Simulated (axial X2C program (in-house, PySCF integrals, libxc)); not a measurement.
Run report: TeRu, relativistic diatomic calculation

TeRu, single determinant with Ω = 4. Level asked for: HF, two-component X2C with atomic mean-field Coulomb and Gaunt terms, Te dyall-cv3z, Ru dyall-cv3z (cores contracted) (axial X2C program (in-house, PySCF integrals, libxc)).

**Input**
```
{"zs": [52, 44], "q": 0, "bas": ["dyall-cv3z", "dyall-cv3z"], "levels": ["PBE0", "HF", "r2SCAN0"], "cc": true, "r0": 2.42, "thr": -1.0, "nmax": 90, "npts": 10, "nst": 2, "ntry": 6}
```

The line is the task of a batch: nuclear charges, charge, bases, the levels to run, a first guess of the distance and further settings. This report covers HF with spin-orbit coupling. The log is that of the reference distance 2.421 Å.

The run was one of a batch that the task file lists, launched with:
```bash
python <driver script> task.json out
```

**The program's output**
```
two-component X2C + atomic mean field  HF
basis functions 274  fitting functions 1301  grid points 5804
iter        total energy     max residual
   1     -11314.254190162     2.92e-01
   2     -11314.294966528     7.39e-03
   3     -11314.300881245     8.21e-03
   4     -11314.303595417     4.00e-03
   5     -11314.305800899     3.21e-03
   6     -11314.307349876     2.96e-03
   7     -11314.308301626     2.29e-03
   8     -11314.309083720     1.94e-03
   9     -11314.309615213     1.89e-03
  10     -11314.310109591     1.81e-03
  11     -11314.310550323     1.74e-03
  12     -11314.311132409     1.76e-03
  13     -11314.311516100     1.60e-03
  14     -11314.312294439     1.51e-03
  15     -11314.312799440     1.15e-03
  16     -11314.313181823     8.89e-04
  17     -11314.313401703     8.29e-04
  18     -11314.313660055     8.53e-04
  19     -11314.313850975     8.04e-04
  20     -11314.314068118     8.51e-04
  21     -11314.314186877     7.31e-04
  22     -11314.314367754     7.17e-04
  23     -11314.314445931     5.75e-04
  24     -11314.314509925     4.74e-04
  25     -11314.314563700     3.90e-04
  26     -11314.314592079     3.07e-04
  27     -11314.314618975     3.02e-04
  28     -11314.314634544     2.80e-04
  29     -11314.314649732     2.76e-04
  30     -11314.314664405     2.68e-04
  31     -11314.314675924     2.59e-04
  32     -11314.314694762     2.81e-04
  33     -11314.314708514     2.70e-04
  34     -11314.314720553     2.64e-04
  35     -11314.314739990     2.85e-04
  36     -11314.314743143     2.45e-04
  37     -11314.314745435     2.37e-04
  38     -11314.314748563     2.37e-04
  39     -11314.314760425     2.60e-04
  40     -11314.314753256     2.16e-04
  41     -11314.314752143     2.20e-04
  42     -11314.314756107     2.34e-04
  43     -11314.314761927     2.41e-04
  44     -11314.314746505     2.05e-04
  45     -11314.314734747     2.04e-04
  46     -11314.314762776     2.89e-04
  47     -11314.314772468     2.58e-04
  48     -11314.314775389     2.37e-04
  49     -11314.314769695     2.14e-04
  50     -11314.314779562     2.48e-04
  51     -11314.314778630     2.26e-04
  52     -11314.314780000     2.29e-04
  53     -11314.314791397     2.56e-04
  54     -11314.314784690     2.13e-04
  55     -11314.314762866     2.40e-04
  56     -11314.314748550     2.15e-04
  57     -11314.314726897     2.58e-04
  58     -11314.314769994     3.25e-04
  59     -11314.314786118     2.83e-04
  60     -11314.314784442     2.32e-04
  61     -11314.314771483     2.03e-04
  62     -11314.314769593     2.11e-04
  63     -11314.314778240     2.43e-04
  64     -11314.314765227     2.03e-04
  65     -11314.314799193     3.11e-04
  66     -11314.314768040     2.85e-04
  67     -11314.314709200     5.08e-04
  68     -11314.314709765     2.33e-04
  69     -11314.314717209     2.38e-04
  70     -11314.314743621     2.94e-04
  71     -11314.314747786     2.49e-04
  72     -11314.314749011     2.34e-04
  73     -11314.314742343     2.08e-04
  74     -11314.314714947     3.05e-04
  75     -11314.314760151     3.23e-04
  76     -11314.314776865     2.78e-04
  77     -11314.314794982     2.85e-04
  78     -11314.314701337     6.44e-04
  79     -11314.314692230     3.21e-04
  80     -11314.314692760     2.18e-04
NOT converged
one-electron -16552.07709911  Coulomb 5051.15263720  exact exchange -307.21356222  xc functional 0.00000000  nuclear repulsion 500.10634390  atomic mean-field constant -6.28301253
```

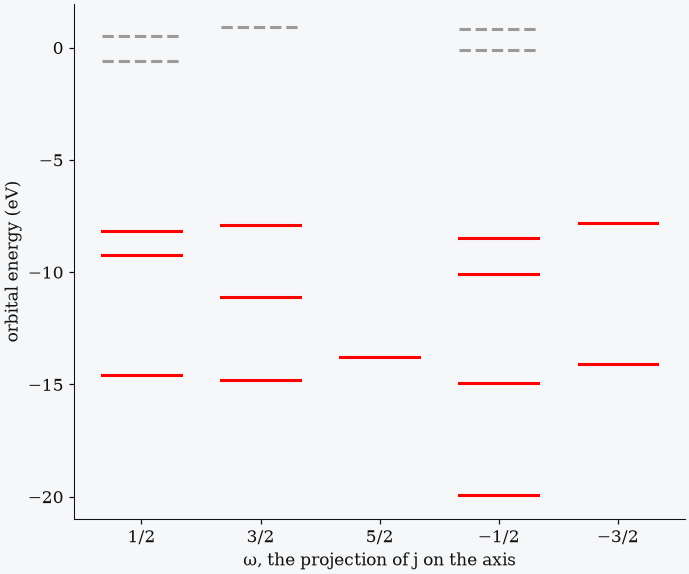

Orbital energies near the frontier at 2.42 Å, filled (solid) and empty (dashed). The highest filled spinor (−3/2; 69 % Te p, 20 % Ru d) lies at −7.79 eV, the lowest empty one (1/2; 41 % Ru p, 34 % Te p) at −0.61 eV.

**What the run reported**

| quantity | value |
| --- | --- |
| outcome | 2 of 5 points not converged |
| hardware | 1 thread of Arm Neoverse V2, 24 GiB of memory available, shared host |
| wall time | 48 s |

**What went wrong**

2 of the 5 points of the curve did not converge at the level reported and have no energy. The log shown is that of a point that failed. The curve is incomplete. Hartree–Fock lacks correlation, so it usually binds too weakly.
